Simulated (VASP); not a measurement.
Band structure of PtS$_{2}$. Method: PBE GGA, VASP's PBE PAW potentials (set 64) (plane waves; VASP).

The cell holds a wide vacuum, so values per volume refer to the whole cell. Unless said otherwise, spin-orbit coupling is left out, though it shifts the bands of the heavy elements here.

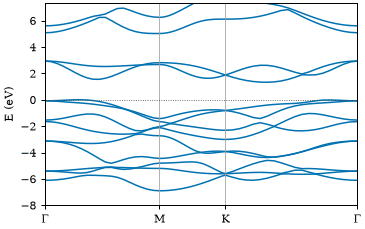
Bands along high-symmetry lines, zero at the valence-band maximum or, without a gap, the Fermi level

Question: Read the plot: is there a gap, and where are the band edges?

Answer: The gap is indirect, 1.33 eV, from the valence maximum at Γ-M at 0.32 to the conduction minimum at K-Γ at 0.32.

The cell is a sheet with vacuum, built from a generated structure.
